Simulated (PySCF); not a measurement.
Molecule: Al(H)(OH)(tBu), C4H11AlO, SMILES C[C]([AlH][OH])(C)C. Atoms near the plane z = 0.0 Å, at the GFN2-xTB optimised geometry (x, y, z in Å): Al1 (-1.1, 0.0, 0.0), H2 (-1.8, 1.4, 0.0), O3 (-2.1, -1.3, 0.0), H4 (-2.6, -2.0, 0.0), C5 (0.9, 0.0, 0.0), C6 (1.3, 1.5, 0.0), H9 (2.4, 1.7, 0.0), H10 (0.9, 2.0, 0.8), H11 (0.9, 2.0, -0.9).

Level of theory: PBE0/def2-SVP (PySCF). Cells within 0.4 Å of a nucleus heavier than hydrogen are left out (blank, or x). The values are rescaled to run from 0 to 1.

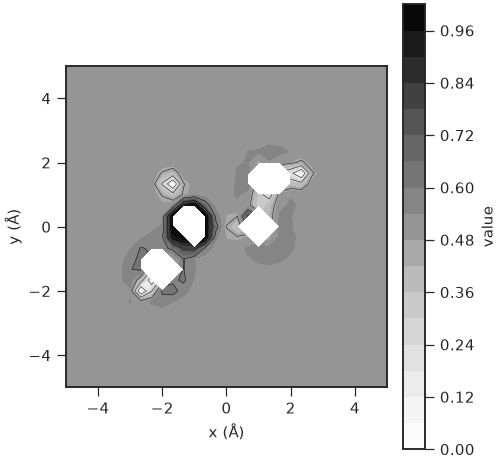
a field on the plane z = 0.0 Å.

### Question
Which quantity is mapped?
A) deformation density (molecule minus spherical neutral atoms)
B) Laplacian of the electron density
C) log10 of the electron density
D) an orbital amplitude

### Answer
B, Laplacian of the electron density. In full: Laplacian of the electron density (e/bohr⁵), clipped to [-1.50, 1.50].
